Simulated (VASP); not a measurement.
Band structure of Cu3As (space group Pm-3m). These are PBEsol GGA with spin-orbit coupling, VASP's PBE PAW potentials (set 64) (plane waves; VASP) values and carry that method's errors.

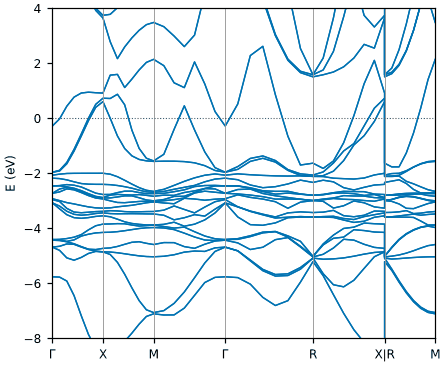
Bands along high-symmetry lines, zero at the valence-band maximum or, without a gap, the Fermi level

Problem. Read the plot: is there a gap, and where are the band edges?

Solution. It has no gap at this level: it comes out as a metal or semimetal.

The structure comes from a computed database's Cu3As entry (Pm-3m); how it stands against other phases isn't given here. It was relaxed first.
